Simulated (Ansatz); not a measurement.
Hypothetical fluorite TeO2: x(F) = 0.5, 6 atoms, P4_2/mmc

The parent structure is TeO$_{2}$ in the fluorite structure (space group Fm-3m, No. 225; a = 5.3238 Å; a hypothetical phase, not in the database extracts checked).

The other end (x = 1) is TeF2 in the fluorite structure (space group Fm-3m, No. 225; a hypothetical phase, not in the database extracts checked): 16.56 Å³/atom, gap zero; this end may not be an ambient phase.

Modification: F replaces 50.0 % of the O, ordered in a cell of 6 atoms (starting symmetry P4_2/mmc) and fully relaxed.

All numbers come from PBEsol (Ansatz, a quantum-chemistry and plane-wave program), scalar-relativistic without spin-orbit coupling. Settings: 12×12×8 k-points, 0.05 eV Fermi–Dirac smearing, for the changed cell.

| quantity | base | changed | shift |
|---|---|---|---|
| volume per atom | 12.57 Å³ | 14.29 Å³ | +1.72 Å³ |
| density | 7.03 g/cm³ | 6.30 g/cm³ | -0.73 g/cm³ |
| band gap | 0.73 eV | zero | – |
| mixing energy (to 0.01 eV only: unlike meshes or grids) (against an end that may be hypothetical) | – | +0.07 eV/atom | – |
| deviation of the volume from the linear (Vegard-type) interpolation | – | -1.9 % | – |

Final structure:

```
CELL_PARAMETERS angstrom
      3.85042     0.00000     0.00000
      0.00000     3.85042     0.00000
      0.00000     0.00000     5.78407
ATOMIC_POSITIONS crystal
  Te 0.00000 0.50000 0.00000
  Te 0.50000 0.00000 0.50000
  F  0.50000 0.50000 0.75000
  O  0.00000 0.00000 0.25000
  F  0.50000 0.50000 0.25000
  O  0.00000 0.00000 0.75000
```

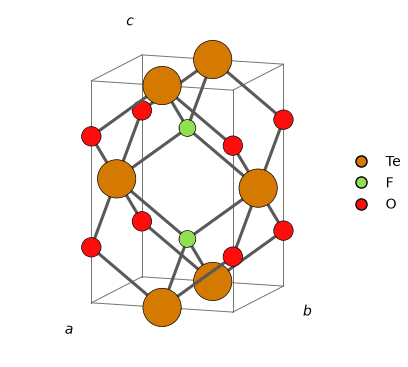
*The relaxed conventional cell after the change*

Cost of the whole job for the changed cell (relaxation, final SCF and bands): very roughly 2.6 core-minutes.

These are small ordered cells, not random alloys; other orderings at the same x differ. Spin-orbit coupling, missing from the scalar runs, can matter with Te. Whether these cells are dynamically stable was not tested. All final runs are without spin polarisation. The zero or small gap of TeF2 can change with the level of theory.
